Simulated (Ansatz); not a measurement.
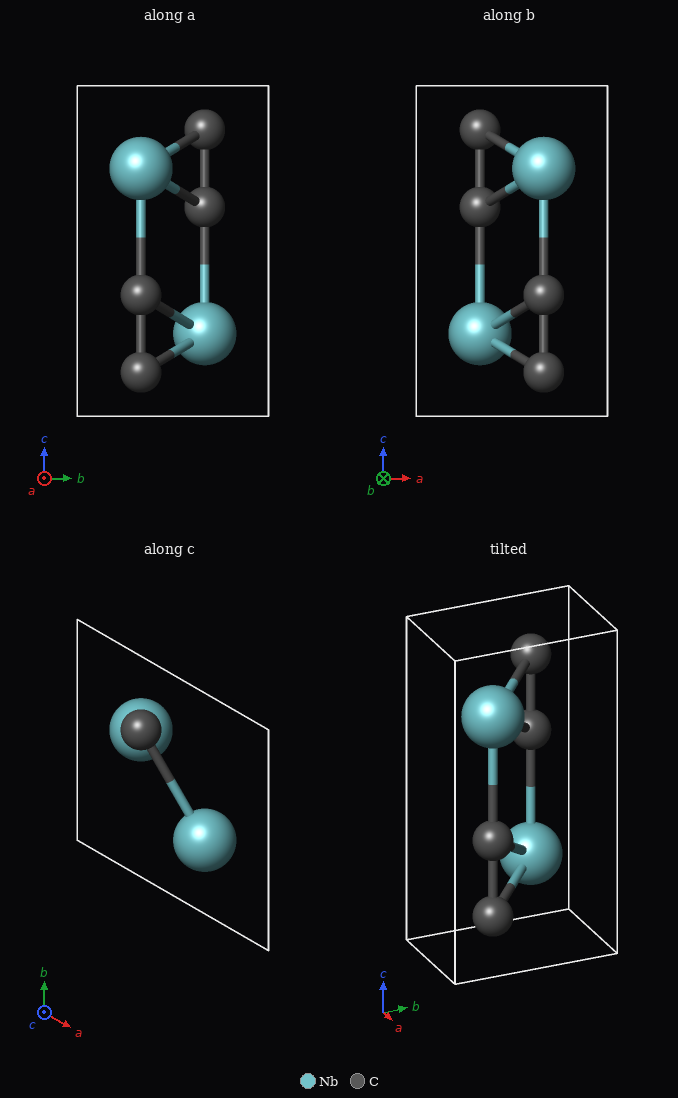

The crystal in a ball-and-stick representation, seen along the a axis, along the b axis, along the c axis and slightly off an axis. The conventional unit cell is outlined; an atom on or near a face, edge or corner is repeated at each equivalent position.

Lattice parameters: a = 3.827 Å, b = 3.827 Å, c = 5.727 Å, α = 90.00°, β = 90.00°, γ = 120.00°.

Q: From the views, write a table of Wyckoff sites, with free fractional coordinates to two decimals.

A: Space group P6_3/mmc (No. 194).
| atom | site | x | y | z |
| --- | --- | --- | --- | --- |
| Nb | 2c | 0.3333 | 0.6667 | 0.25 |
| C | 4f | 0.3333 | 0.6667 | 0.63 |

The structure comes from a structure type filled with these elements by a generator (whether the compound takes this form wasn't checked). Earlier steps of the study may have refined or changed the cell and positions. It was the input of a calculation with Ansatz.
